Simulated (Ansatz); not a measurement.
A series of calculations on C$_{2}$H$_{6}$N

## 1. Relaxation

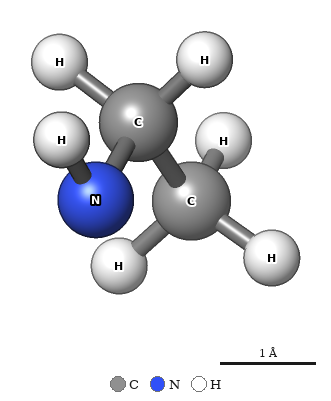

This is the input geometry for a constrained relaxation of C$_{2}$H$_{6}$N (multiplicity 2). A ball-and-stick model, seen from a free direction.

These are results of UKS PBE0-D4/def2-TZVP in Ansatz 0.2.0, not measurements.

Input
```yaml
crystal:
  periodic: [false, false, false]
  atoms:
    - {symbol: C, position_ang: [-0.555657, 0.652841, -0.582913]}
    - {symbol: C, position_ang: [0.399840, -0.325650, 0.066965]}
    - {symbol: N, position_ang: [0.044363, -0.604053, 1.424459]}
    - {symbol: H, position_ang: [-1.572221, 0.254683, -0.576245]}
    - {symbol: H, position_ang: [-0.270384, 0.854054, -1.618037]}
    - {symbol: H, position_ang: [-0.563112, 1.598288, -0.036972]}
    - {symbol: H, position_ang: [1.433623, 0.059505, 0.025947]}
    - {symbol: H, position_ang: [0.433923, -1.192771, -0.461426]}
    - {symbol: H, position_ang: [0.735270, -1.268119, 1.786871]}
basis:
  gaussian: {orbitals: def2-TZVP}
magnetization: {spin_polarized: true, initial_magnetization: 1}
hamiltonian: {xc: pbe0, dispersion: d4}
relax: {f_tol: 0.005, max_steps: 200, constraints: [{distance: [1, 7]}]}
```

### What does the optimiser find from here?

The largest move after the best rigid fit is that of N3, 0.035 Å. Largest moves by element: N 0.035 Å, H 0.032 Å, C 0.007 Å. Among the contacts that change: C2–N3 1.431 → 1.436 Å. Over 5 geometry steps the energy falls by 0.06 kcal/mol. The largest force component goes from 0.15 to 0.0017 eV/Å.

Final geometry:

```xyz
9

C    -0.5558    0.6516   -0.5833
C     0.4029   -0.3299    0.0619
N     0.0639   -0.5774    1.4354
H    -1.5722    0.2524   -0.5764
H    -0.2738    0.8550   -1.6191
H    -0.5636    1.5956   -0.0356
H     1.4314    0.0733    0.0249
H     0.4388   -1.2010   -0.4598
H     0.7139   -1.2908    1.7806
```

## 2. Relaxation

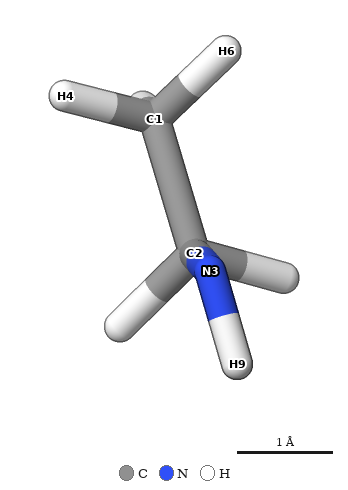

Starting structure of C2H6N (multiplicity 2). Style: stick. Shown from a free direction.

Theory: UKS PBE0-D4/def2-TZVP in Ansatz.

Input file:
```yaml
crystal:
  periodic: [false, false, false]
  atoms:
    - {symbol: C, position_ang: [-0.555657, 0.652841, -0.582913]}
    - {symbol: C, position_ang: [0.399840, -0.325650, 0.066965]}
    - {symbol: N, position_ang: [0.044363, -0.604053, 1.424459]}
    - {symbol: H, position_ang: [-1.572221, 0.254683, -0.576245]}
    - {symbol: H, position_ang: [-0.270384, 0.854054, -1.618037]}
    - {symbol: H, position_ang: [-0.563112, 1.598288, -0.036972]}
    - {symbol: H, position_ang: [1.433623, 0.059505, 0.025947]}
    - {symbol: H, position_ang: [0.439190, -1.326765, -0.543076]}
    - {symbol: H, position_ang: [0.735270, -1.268119, 1.786871]}
basis:
  gaussian: {orbitals: def2-TZVP}
magnetization: {spin_polarized: true, initial_magnetization: 1}
hamiltonian: {xc: pbe0, dispersion: d4}
relax: {f_tol: 0.005, max_steps: 200, constraints: [{distance: [1, 7]}]}
```

**What does the optimiser find from here?**

The largest move after the best rigid fit is that of N3, 0.026 Å. By element the largest moves are N 0.026 Å, H 0.022 Å, C 0.007 Å. Near-neighbour distances that change, for instance: C2–N3 1.431 → 1.425 Å. After 4 accepted moves (5 points after the start) the energy has fallen by 0.002 eV. Largest force component: 0.13 eV/Å at the start, 0.0022 eV/Å at the end. The line search rejected the trial step at point 3 of the run.

The structure at the end:

```xyz
9

C    -0.5556    0.6535   -0.5825
C     0.3981   -0.3209    0.0721
N     0.0316   -0.6245    1.4155
H    -1.5719    0.2554   -0.5758
H    -0.2677    0.8527   -1.6171
H    -0.5635    1.6005   -0.0385
H     1.4360    0.0488    0.0253
H     0.4350   -1.3190   -0.5430
H     0.7488   -1.2518    1.7910
```

## 3. Scan

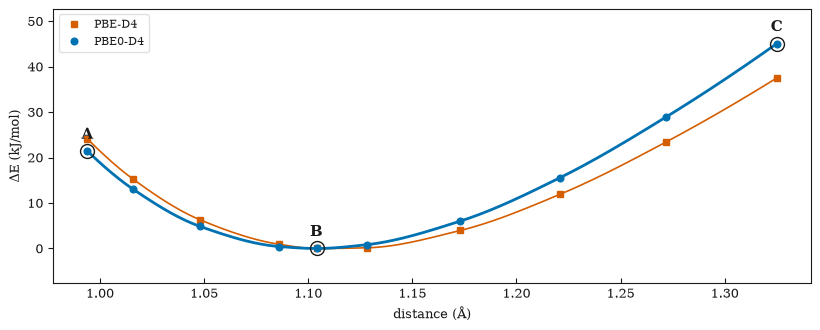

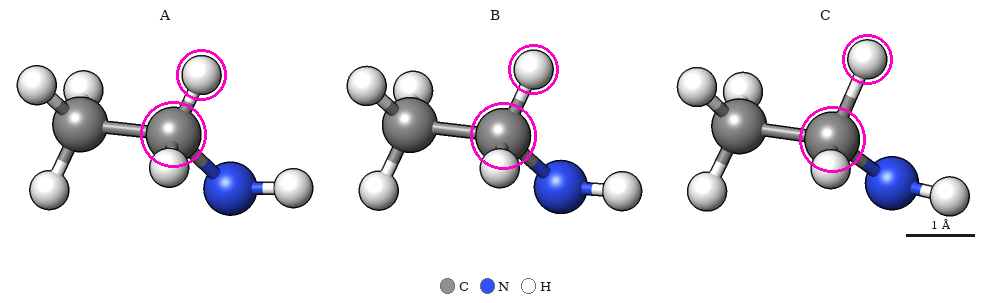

A scan of C2H6N (multiplicity 2): one C–H bond length is varied, with all other coordinates relaxed. The lettered frames are marked on the plot, at the values of PBE0-D4. The picture is a ball-and-stick view, seen from a free direction. The ringed atoms are those of the scanned coordinate.

Computed with Ansatz: PBE0-D4, PBE-D4, basis def2-TZVPP, on geometries relaxed under the constraint at PBE0-D4/def2-TZVP. Energies are counted from the PBE0-D4/def2-TZVP minimum geometry at the same level.

Describe the profile.

With PBE0-D4: the lowest computed point lies at the distance 1.104 Å (0.0 kJ/mol). The curvature at the lowest point is about 30 eV/Å² (4.8 mdyn/Å). The well is steeper on the short side, as for any bond. At 1.325 Å the levels give PBE-D4 37.5 kJ/mol, PBE0-D4 45.1 kJ/mol.

## 4. Scan

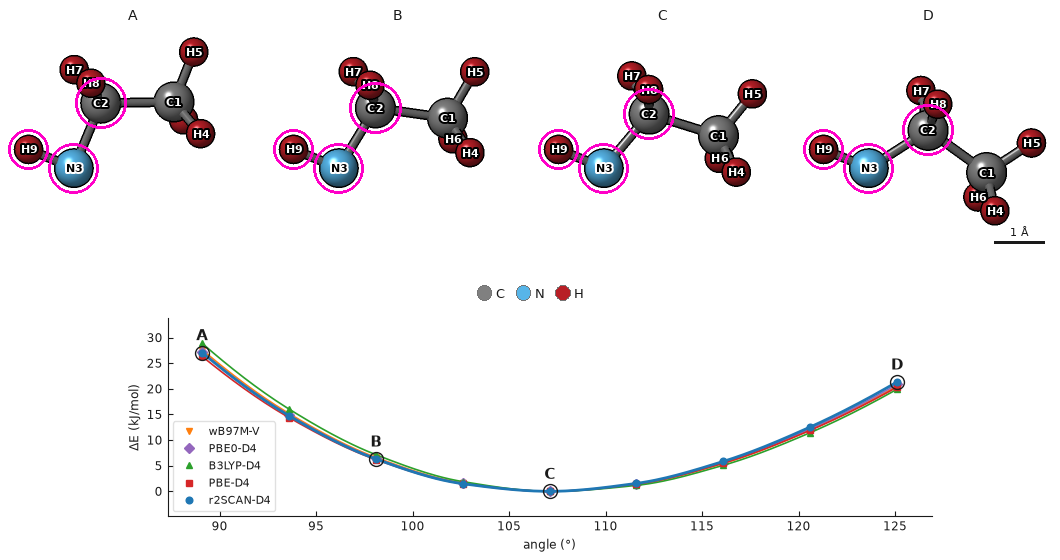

Energy scan for C2H6N (multiplicity 2), in which the C2–N3–H9 angle is varied, with the rest of the molecule carried along rigidly. The lettered frames are marked on the plot, at the values of r2SCAN-D4. The picture is a ball-and-stick view, seen onto the plane of the angle. The ringed atoms are those of the scanned coordinate.

Levels of theory: r2SCAN-D4, PBE-D4, B3LYP-D4, PBE0-D4, wB97M-V (def2-TZVPP, Ansatz), on geometries moved rigidly from the minimum at PBE0-D4/def2-TZVP. Energies are counted from the PBE0-D4/def2-TZVP minimum geometry at the same level.

Describe the profile.

With r2SCAN-D4: of the computed points the lowest is at the angle 107.1°, 0.0 kJ/mol. At the ends of the scan the energy is 27.1 kJ/mol (89.1°) and 21.3 kJ/mol (125.1°). The curvature at the lowest point is about 5.1 eV/rad². At 89.1° the levels give PBE-D4 26.3 kJ/mol, r2SCAN-D4 27.1 kJ/mol, PBE0-D4 27.2 kJ/mol, wB97M-V 27.6 kJ/mol, B3LYP-D4 28.9 kJ/mol.
